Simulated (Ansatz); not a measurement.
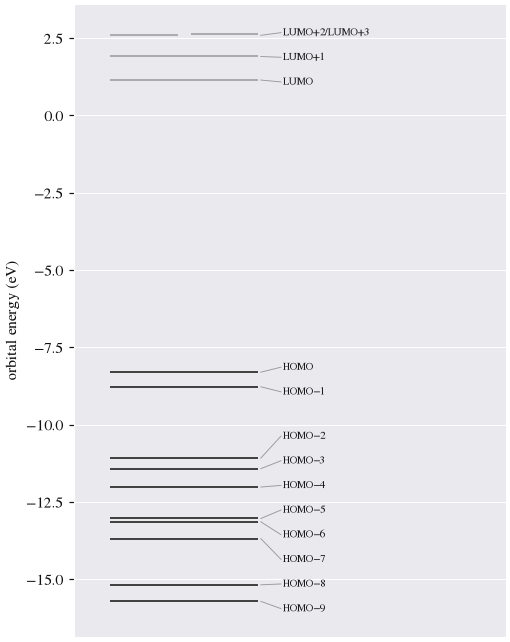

Kohn-Sham orbital energies near the frontier, PBE0/def2-TZVPP, the Ansatz code, at a PBE0-D4/def2-TZVP geometry (a minimum by its frequencies), isolated molecule; empty levels in grey, levels within 0.03 eV side by side.

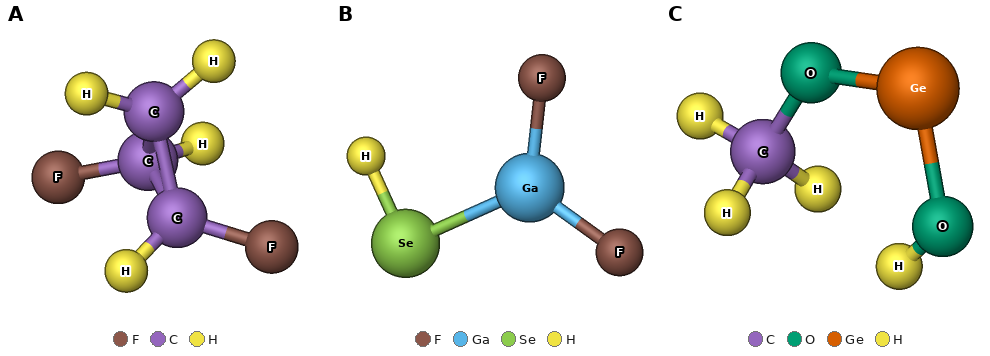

**Which molecule has this level scheme? Choose among the lettered structures.**

Structure A, C₃H₄F₂, SMILES F[C@H]1C[C@@H]1F. HOMO −8.31 eV, LUMO 1.14 eV, separation 9.45 eV.

Note: empty levels above zero depend strongly on the basis.
